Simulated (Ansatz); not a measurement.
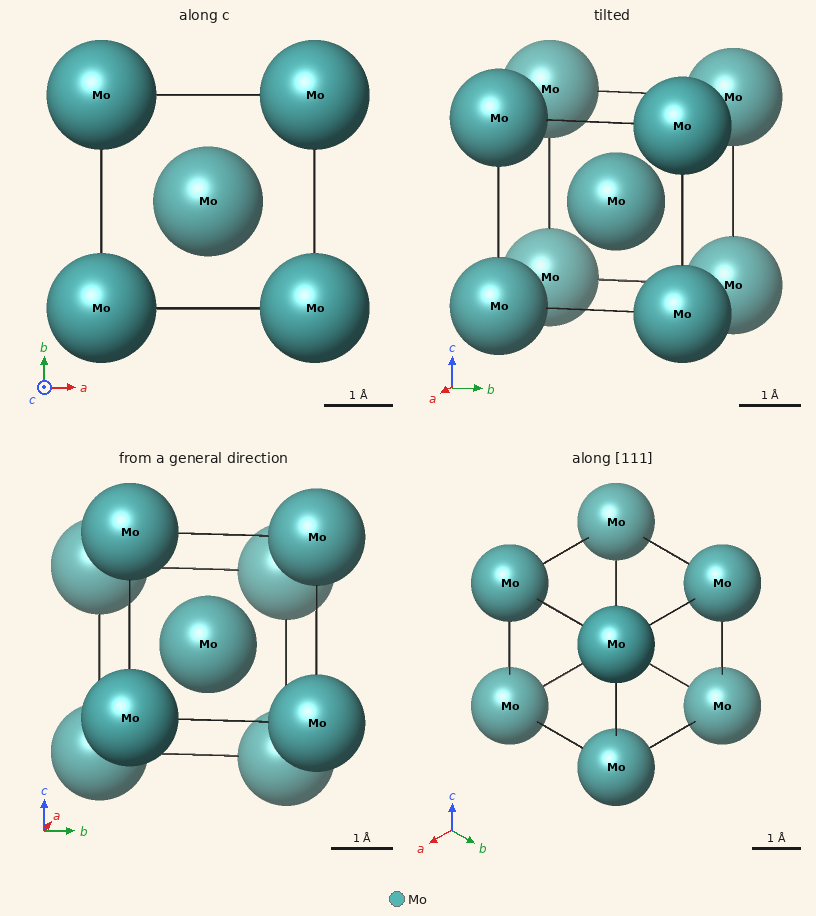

The image is a spheres-only drawing of a crystal, viewed along the c axis, slightly off an axis, from a general direction and along [111]. Atoms at the boundary of the conventional unit cell (the box) are drawn once for each face, edge or corner they touch.

Cell: a = 3.15 Å, b = 3.15 Å, c = 3.15 Å, α = 90.00°, β = 90.00°, γ = 90.00°.

How many atoms does the box hold, once sharing is allowed for?

Answer. 2 (molybdenum), counting shared atoms by their share.

What kind of lattice is this?

Answer. Body-centred cubic.

Which of the 230 space groups is it?

Answer. Im-3m (No. 229), with Mo on 2a.

Which known structure type is this?

Answer. Body-centred cubic (W type).

The model was built from the standard structure of this element. Earlier steps of the study may have refined or changed the cell and positions. It was the input of a calculation with Ansatz.

At this level of theory the cell isn't at rest (stretched, at -5 GPa), so its distances can differ from those at equilibrium, the more so the softer the solid.
